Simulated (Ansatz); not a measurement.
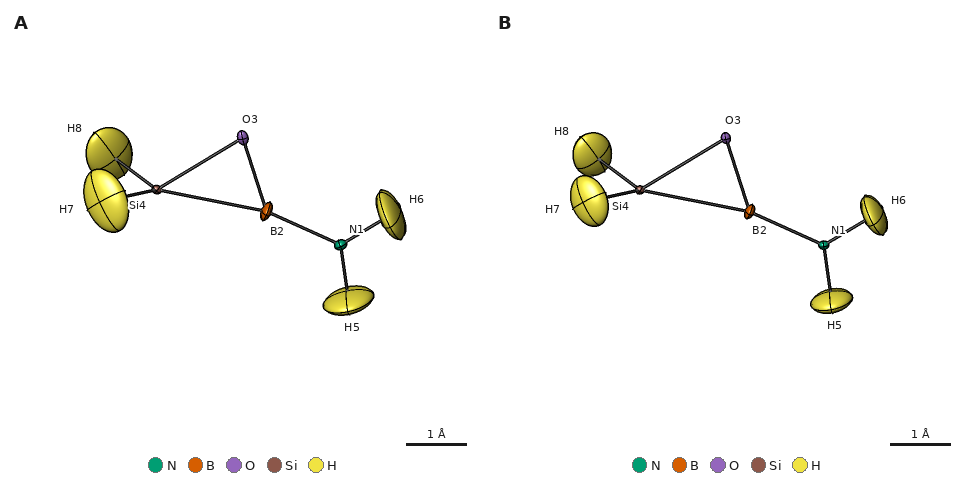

Displacement ellipsoids at the 50 % level, scaled by 1.5, from the internal vibrations of the free molecule (harmonic, no overall translation or rotation; no half-axis is drawn under 0.075 Å). Vibrations computed with RKS PBE0-D4/def2-TZVP (Ansatz 0.2.0). One panel is for 298 K, the other for 600 K.

**Which panel is for 600 K?**

A.

**How much does the mean-square displacement of B2 grow, and why?**

U_eq goes from 0.0030 to 0.0049 Å², a factor of 1.6. Modes below kT (417 cm⁻¹ at 600 K) grow about in proportion to T, and the lowest lies at 290 cm⁻¹; the mean-square amplitude of a mode is its zero-point value times coth(ħω/2kT), which comes close to 1 only above about 3kT.
